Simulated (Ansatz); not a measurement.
# BN+ (doublet): correlated methods under varied settings at distance B1–N2 = 2.609 Å

Aim: run BN+ (doublet) at one geometry under a spread of methods and options, and see what each costs and gives.

Method: the settings change from run to run; program: Ansatz 0.2.0, Gaussian basis.

24 further runs of the same task are left out: 20 that didn't finish, 4 set aside as unsound or not needed.

## (1) What is computed

The geometry derives from a PBE0/def2-TZVP stationary point (not a proven minimum). One bond is set to the value named and the two fragments are kept rigid.

2 atoms, charge 1, spin multiplicity 2.

Atoms are counted from 1 here; the program's logs count them from 0.

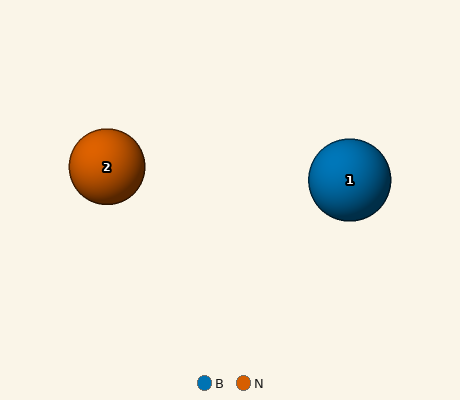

The geometry (boron blue, nitrogen orange); atoms are numbered from 1 in the order of the file.

As a file:

```xyz
2
BN
B     0.0000    0.0000    0.0000
N     0.0000    0.0000    2.6090
```

## (2) MP2 on UHF/cc-pVDZ

in.yaml reads:

```yaml
crystal:
  periodic: [false, false, false]
  atoms:
    - {symbol: B, position_ang: [0.000000, 0.000000, 0.000000]}
    - {symbol: N, position_ang: [0.000000, 0.000000, 2.609000]}
basis:
  gaussian: {orbitals: cc-pVDZ, point_charges: [{charge: 1.00, position_ang: [4.752, 0.972, -0.097]}]}
total_charge: 1
magnetization: {spin_polarized: true, initial_magnetization: 1}
correlation: {method: mp2, electrons: all}
accuracy: high
output: {forces: true}
```

Launch:

```
> ansatz run in.yaml --threads 1 --pin off --events-out ev --progress --plain --max-ram 2393MiB
```

Standard output:

```text
Functional definition: HF
  name "HF"
  cite "Fock, Z. Phys. 61, 126 (1930) doi:10.1007/BF01340294"
  parent pbe
  exchange = exact_x
  correlation = 0
517 factors; integrals over basis functions are off by at most 2.8e-9 eV
mean field evaluation 1: about -2127.9786 eV, gradient 2.3e1 eV
mean field evaluation 2: about -2127.9794 eV, gradient 2.3e1 eV
mean field evaluation 4: about -2132.5455 eV, gradient 1.9e0 eV
mean field evaluation 8: about -2132.6291 eV, gradient 1.2e-1 eV
mean field evaluation 16: about -2135.1111 eV, gradient 3.5e-1 eV
mean field evaluation 32: about -2133.8100 eV, gradient 1.4e0 eV
mean field evaluation 64: about -2135.1341 eV, gradient 5.6e-1 eV
mean field evaluation 96: about -2135.0981 eV, gradient 5.5e-1 eV
mean field evaluation 128: about -2134.2211 eV, gradient 2.6e0 eV
mean field evaluation 160: about -2132.6303 eV, gradient 4.3e-7 eV
mean field -2135.20155326 eV, -78.4672097909 hartree, gradient 2.6e-8 eV, S^2 1.858327; 15 other end points of the search recorded, 0 dependent functions left out
reference -2135.20155326 eV, -78.4672097909 hartree; 6, 5 occupied and 22, 23 virtual orbitals, 517 factors
second order -2.76109022 eV of doubles, -0.00000000 eV of singles
the calculation of the forces begins
Total energy: -2137.96264348 eV, -78.5686779847 hartree
Atom 0 at     0.000000     0.000000     0.000000 Å, force    -0.500826    -0.102442     0.469047 eV/Å
Atom 1 at     0.000000     0.000000     2.609000 Å, force    -0.048797    -0.009981    -0.431037 eV/Å
Dipole moment:    -0.083435    -0.017066    -1.138837 e Å
```

It took 0.94 s on 1 thread of Arm Neoverse V1, shared host.

From the report: ⟨S²⟩ of the determinant 1.858 (pure doublet: 0.75). The determinant is far from a pure spin state, so its energy mixes those of several spin states (harmless only where they are near-degenerate, as at dissociation).

## (3) CASCI(1,3)/cc-pVDZ

in.yaml reads:

```yaml
crystal:
  periodic: [false, false, false]
  atoms:
    - {symbol: B, position_ang: [0.000000, 0.000000, 0.000000]}
    - {symbol: N, position_ang: [0.000000, 0.000000, 2.609000]}
basis:
  gaussian: {orbitals: cc-pVDZ}
total_charge: 1
magnetization: {spin_polarized: false, initial_magnetization: 1}
correlation: {active_space: {window: {electrons: 1, orbitals: 3}, fixed_orbitals: true, states: [{multiplicity: 2, weights: [1, 1]}], root: 0}}
output: {forces: true}
```

The command is unchanged.

Standard output, shortened:

```text
Functional definition: HF
  name "HF"
  cite "Fock, Z. Phys. 61, 126 (1930) doi:10.1007/BF01340294"
  parent pbe
[...]
475 factors; integrals over basis functions are off by at most 2.3e-7 eV
[...]
mean field -2136.24481010 eV, -78.5055487725 hartree, gradient 1.9e-6 eV, S^2 0.750000; 17 other end points of the search recorded, 0 dependent functions left out
reference -2136.24481010 eV, -78.5055487725 hartree; 6, 5 occupied and 22, 23 virtual orbitals, 475 factors
state -2136.24481010 eV, -78.5055487725 hartree
state -2127.78872565 eV, -78.1947934008 hartree
[...]
Total energy: -2136.24481010 eV, -78.5055487725 hartree
Atom 0 at     0.000000     0.000000     0.000000 Å, force    -0.000000     0.000000     0.394079 eV/Å
Atom 1 at     0.000000     0.000000     2.609000 Å, force     0.000000     0.000000    -0.394079 eV/Å
Dipole moment:     0.000000    -0.000000    -1.081995 e Å
```

Run time: 0.58 s. Hardware: 1 thread of Arm Neoverse V1, shared host.

From the report: 2 determinants; active occupations (of the averaged states) 0.50, 0.50, 0.00. With so small a space the active step adds no correlation: the energy is the mean field's.

## (4) CCSDT(Q) on UHF/6-31G*

in.yaml reads:

```yaml
crystal:
  periodic: [false, false, false]
  atoms:
    - {symbol: B, position_ang: [0.000000, 0.000000, 0.000000]}
    - {symbol: N, position_ang: [0.000000, 0.000000, 2.609000]}
basis:
  gaussian: {orbitals: "6-31G*", fitting: {mean_field: def2-universal-jkfit}}
total_charge: 1
magnetization: {spin_polarized: true, initial_magnetization: 1}
correlation: {method: ccsdt_q, electrons: outside_noble_gas}
```

Same command.

Standard output, shortened:

```text
Functional definition: HF
  name "HF"
  cite "Fock, Z. Phys. 61, 126 (1930) doi:10.1007/BF01340294"
  parent pbe
[...]
152 factors; integrals over basis functions are off by at most 7.9e-2 eV
[...]
mean field -2137.89295622 eV, -78.5661170251 hartree, gradient 1.7e-6 eV, S^2 1.864064; 28 other end points of the search recorded, 0 dependent functions left out
determinant -2137.89295622 eV, -78.5661170251 hartree, with singles and doubles -2142.18215912 eV, -78.7237423246 hartree
determinant -2137.80334967 eV, -78.5628240452 hartree, with singles and doubles -2142.14239554 eV, -78.7222810398 hartree
determinant -2136.51606113 eV, -78.5155170639 hartree, with singles and doubles -2139.24092564 eV, -78.6156539876 hartree
determinant -2136.34349455 eV, -78.5091753591 hartree, with singles and doubles -2139.19164361 eV, -78.6138429064 hartree
[...]
determinant -2134.52488358 eV, -78.4423426386 hartree, with singles and doubles -2139.07636370 eV, -78.6096064479 hartree
determinant -2137.89295622 eV, -78.5661170251 hartree, with singles and doubles -2142.48483480 eV, -78.7348654504 hartree
determinant -2137.80334967 eV, -78.5628240452 hartree, with singles and doubles -2142.49381373 eV, -78.7351954199 hartree
2 core orbitals not correlated: weight in the atoms' cores, before any rotation towards them, 1.000 or more for the frozen orbitals, at most 0.000 for the correlated occupied ones
reference -2137.89295622 eV, -78.5661170251 hartree; 4, 3 occupied and 24, 25 virtual orbitals, 152 factors
second order -2.72871440 eV of doubles, -0.00000000 eV of singles
cycle   1  -3.43259672 eV  change   -7.0e-1 eV  update   8.7e-2
[...]
cycle   8  -5.52438359 eV  change    7.3e-8 eV  update   7.1e-8
perturbative correction -0.18946684 eV, -0.0069627781 hartree
WARN: the results are in doubt because among natural orbitals full CI differs from the method by +2.676 eV
Total energy: -2143.60680665 eV, -78.7760971555 hartree
In doubt: among natural orbitals full CI differs from the method by +2.676 eV
```

Wall time 15 s (1 thread of Arm Neoverse V1, shared host).

From the report: ⟨S²⟩ of the determinant 1.864 (pure doublet: 0.75); correlation -5.7139 eV; T1 0.049; largest double amplitude 0.69. The determinant is far from a pure spin state, so its energy mixes those of several spin states (harmless only where they are near-degenerate, as at dissociation). Mind the lines of doubt at the end of the log.

## (5) CCSDT on UHF/6-31G*

in.yaml reads:

```yaml
crystal:
  periodic: [false, false, false]
  atoms:
    - {symbol: B, position_ang: [0.000000, 0.000000, 0.000000]}
    - {symbol: N, position_ang: [0.000000, 0.000000, 2.609000]}
basis:
  gaussian: {orbitals: "6-31G*"}
total_charge: 1
magnetization: {spin_polarized: true, initial_magnetization: 1}
correlation: {method: ccsdt, electrons: valence}
scf: {lower_state_search: light}
```

The command is unchanged.

Standard output, shortened:

```text
Functional definition: HF
  name "HF"
  cite "Fock, Z. Phys. 61, 126 (1930) doi:10.1007/BF01340294"
  parent pbe
[...]
467 factors; integrals over basis functions are off by at most 7.8e-8 eV
[...]
mean field -2137.89359731 eV, -78.5661405847 hartree, gradient 2.1e-6 eV, S^2 1.864130; 28 other end points of the search recorded, 0 dependent functions left out
determinant -2137.89359731 eV, -78.5661405847 hartree, with singles and doubles -2142.17993409 eV, -78.7236605561 hartree
determinant -2137.80393995 eV, -78.5628457375 hartree, with singles and doubles -2142.14016661 eV, -78.7221991283 hartree
determinant -2136.51657424 eV, -78.5155359204 hartree, with singles and doubles -2139.24013723 eV, -78.6156250143 hartree
determinant -2136.34393836 eV, -78.5091916686 hartree, with singles and doubles -2139.19061144 eV, -78.6138049749 hartree
[...]
determinant -2134.52546253 eV, -78.4423639148 hartree, with singles and doubles -2139.07540720 eV, -78.6095712971 hartree
determinant -2137.89359731 eV, -78.5661405847 hartree, with singles and doubles -2142.48255475 eV, -78.7347816604 hartree
determinant -2137.80393995 eV, -78.5628457375 hartree, with singles and doubles -2142.49151802 eV, -78.7351110545 hartree
2 core orbitals not correlated: weight in the atoms' cores, before any rotation towards them, 1.000 or more for the frozen orbitals, at most 0.000 for the correlated occupied ones
reference -2137.89359731 eV, -78.5661405847 hartree; 4, 3 occupied and 24, 25 virtual orbitals, 467 factors
second order -2.72768749 eV of doubles, -0.00000000 eV of singles
cycle   1  -3.42967195 eV  change   -7.0e-1 eV  update   8.7e-2
[...]
cycle  36  -5.52107163 eV  change   -2.9e-8 eV  update   5.4e-7
WARN: the results are in doubt because among natural orbitals full CI differs from the method by +2.649 eV
Total energy: -2143.41466893 eV, -78.7690362246 hartree
In doubt: among natural orbitals full CI differs from the method by +2.649 eV
```

It took 7 s on 1 thread of Arm Neoverse V1, shared host.

From the report: ⟨S²⟩ of the determinant 1.864 (pure doublet: 0.75); correlation -5.5211 eV; T1 0.049; largest double amplitude 0.69. The determinant is far from a pure spin state, so its energy mixes those of several spin states (harmless only where they are near-degenerate, as at dissociation). Mind the lines of doubt at the end of the log.

## (6) All runs side by side

 † marks a result that the program doubts.

```tsv
level	correlated	functions	energy (eV)	time
MP2 on UHF/cc-pVDZ (beside a point charge)	all	28	-2137.9626	0.94 s
CASCI(1,3)/cc-pVDZ (lowest root of an average)		28	-2136.2448	0.58 s
CCSDT(Q) on UHF/6-31G* †	outside noble gas	30	-2143.6068	15 s
CCSDT on UHF/6-31G* †	valence	30	-2143.4147	7 s
```

## (7) Results

```
quantity                                                   value
    runs                                                       4
quickest  CASCI(1,3)/cc-pVDZ (lowest root of an average), 0.58 s
 slowest                          CCSDT(Q) on UHF/6-31G* †, 15 s
```

What this shows: Total energies in different bases, with other cores or another treatment of relativity can't be set against each other. CCSDT(Q) on UHF/6-31G* † took 26 times as long as CASCI(1,3)/cc-pVDZ (lowest root of an average); the jobs differ in more than the method.
